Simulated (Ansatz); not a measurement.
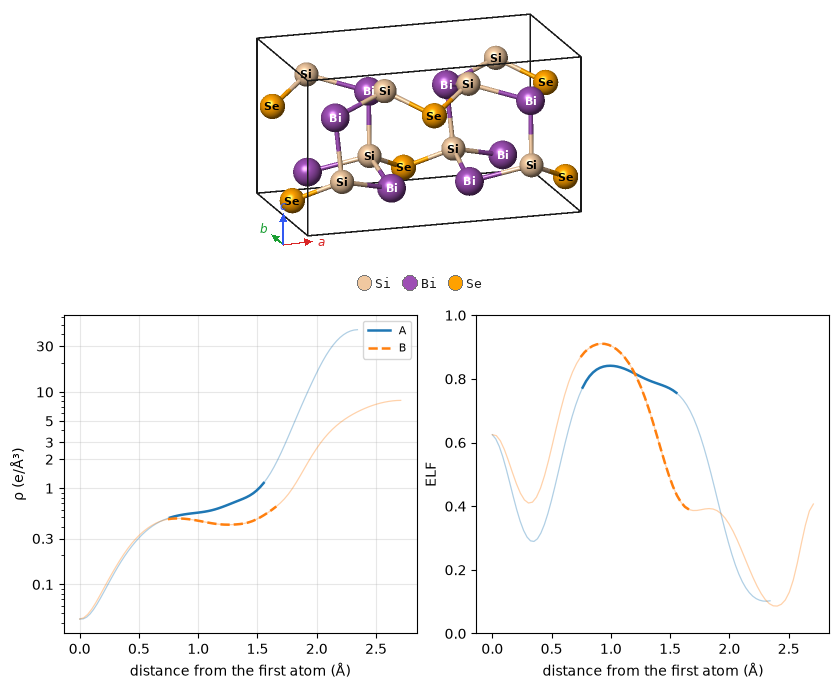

*Si$_{2}$Bi$_{2}$Se. Valence pseudo-density and electron localisation function along straight lines between neighbouring atoms. Thin, pale parts lie inside the atomic spheres. The structure is drawn too.*

Space group Cmc2₁; a generated structure, not necessarily the stable one; changed on purpose from its base cell (volume × 0.91, shape and atoms relaxed); computed pressure about 2 GPa in this cell.

All numbers below come from Ansatz 0.2.0, DFT PBE, scalar-relativistic, plane waves, PAW.

In a PAW calculation such maps are meaningful between the atoms, not at the nuclei.

Input

```
crystal:
  lattice:
    - [5.9899638204, -3.4965983111, 0.0]
    - [5.9899638204, 3.4965983111, 0.0]
    - [0.0, 0.0, 6.7839796244]
  atoms:
    - { symbol: Si, position: [0.9951159412, 0.6958953631, 0.2826069814] }
    - { symbol: Si, position: [0.3041046369, 0.0048840588, 0.2826069814] }
    - { symbol: Si, position: [0.0048840588, 0.3041046369, 0.7826069814] }
    - { symbol: Si, position: [0.6958953631, 0.9951159412, 0.7826069814] }
    - { symbol: Bi, position: [0.6367654799, 0.0762351975, 0.1742419973] }
    - { symbol: Bi, position: [0.9237648025, 0.3632345201, 0.1742419973] }
    - { symbol: Bi, position: [0.3632345201, 0.9237648025, 0.6742419973] }
    - { symbol: Bi, position: [0.0762351975, 0.6367654799, 0.6742419973] }
    - { symbol: Se, position: [0.3022496225, 0.6977503775, 0.1487020426] }
    - { symbol: Se, position: [0.6977503775, 0.3022496225, 0.6487020426] }
basis:
  ecutwfc: 420
kpoints:
  mp_grid: { grid: [6, 6, 6] }
hamiltonian:
  xc: pbe
scf:
  occupations: { method: gaussian, width: 0.01 }
output:
  forces: true
  stress: true
  eigenvalues: true
  write_density: true
  write_potential: true
  elf: true
  volumetric_format: npy
relax:
  adjacent_minimum: "off"
  f_tol: 0.01
  max_steps: 30
  cell: { stress_tol: 0.1, fix: [volume] }
```

Run with:

```sh
ansatz run input.yaml --threads 1 --pin off --max-ram 2560MiB --backend cpu --events-out ev --progress --plain --runs-dir out
```

Below, planes, directions and counts refer to the conventional cell (a = 12.08 Å, b = 6.94 Å, c = 6.78 Å, α = 90.00°, β = 90.00°, γ = 90.00°).

The fields are those of the run's last geometry, not of the input's.

> Which curve belongs to which contact (Si–Bi and Si–Se)? The first atom named is at distance zero.

Curve A: Si–Se (2.34 Å): ρ is about 0.62 e/Å³ halfway; the ELF peaks at about 0.85 between the atoms. Curve B: Si–Bi (2.71 Å): ρ at the midpoint is about 0.42 e/Å³; the ELF peaks at about 0.90 in the valence shell of Si, 0.9 Å from its nucleus, and is about 0.65 at the midpoint.
